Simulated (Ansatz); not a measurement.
# H5OSi2 (charge +1): what the fields show

Input

```
crystal:
  periodic: [false, false, false]
  atoms:
    - {symbol: O, position_ang: [-1.653927, 0.544132, -1.291816]}
    - {symbol: Si, position_ang: [-0.231945, 0.801513, -0.640417]}
    - {symbol: Si, position_ang: [0.832849, -0.654349, 0.891846]}
    - {symbol: H, position_ang: [-2.228842, -0.214762, -1.139630]}
    - {symbol: H, position_ang: [0.282019, 2.084638, -1.159727]}
    - {symbol: H, position_ang: [1.031354, 0.213822, 2.073983]}
    - {symbol: H, position_ang: [2.084518, -1.004547, 0.183683]}
    - {symbol: H, position_ang: [-0.116028, -1.770446, 1.082079]}
basis:
  gaussian: {orbitals: def2-TZVPP}
total_charge: 1
hamiltonian: {xc: pbe0, dispersion: d4}
output: {orbitals: {seedname: orbitals}}
```

Run with:

```sh
ansatz run in.yaml --threads 2 --pin off --events-out ev --progress --plain --max-ram 4352MiB
```

Geometry: PBE0-D4/def2-TZVP.

All numbers below come from RKS PBE0-D4/def2-TZVPP in Ansatz 0.2.0.

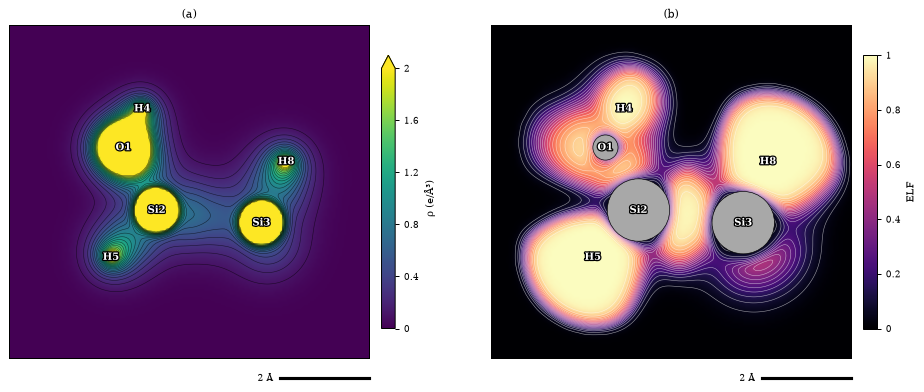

Figure 1. (a) total electron density; (b) ELF on the plane of atoms Si2, O1 and H4. Grey discs cover the atomic cores in the ELF map.

Q: What does the map show?

A:
- The plane passes through O, Si and H nuclei.
- Si–O (1.59 Å): ρ at the midpoint is about 1.3 e/Å³; the ELF peaks at about 0.85 between the atoms: a polar covalent bond.
- Si–Si (2.37 Å): the density is about 0.61 e/Å³ at the midpoint; the ELF peaks at about 1 between the atoms; localised, covalent bonding.
- O–H (0.96 Å): ρ is about 3.8 e/Å³ halfway; the ELF climbs to about 1 towards the hydrogen, as it does in any bond to H (a covalent bond by its length).
- Si–H (1.48 Å): ρ at the midpoint is about 0.88 e/Å³; the ELF climbs to about 1 towards the hydrogen.
- The ELF also peaks beside O1, away from the bonds: lone-pair regions.

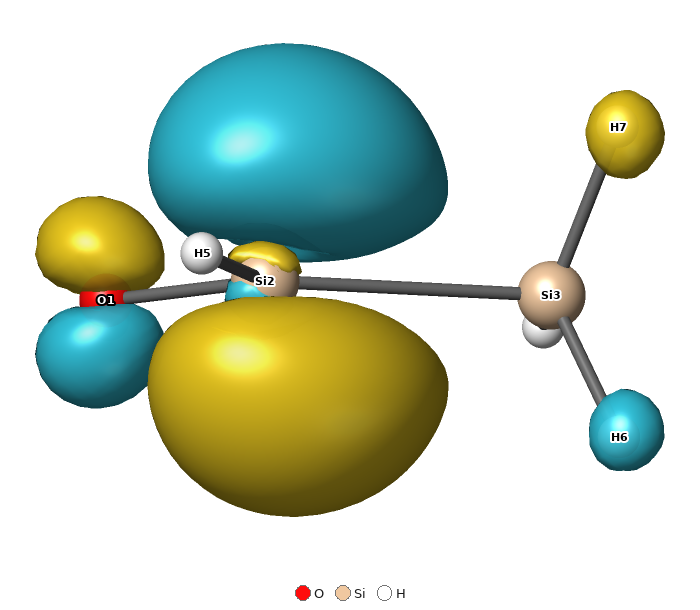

Figure 2. The LUMO at ±0.15 Å⁻³ᐟ² (yellow and cyan are the two phases), seen from one side.

Q: What is the character of this orbital?

A: It lies mainly on Si2 (about 70 %) and O1 (about 10 %). Its energy is −8.23 eV.
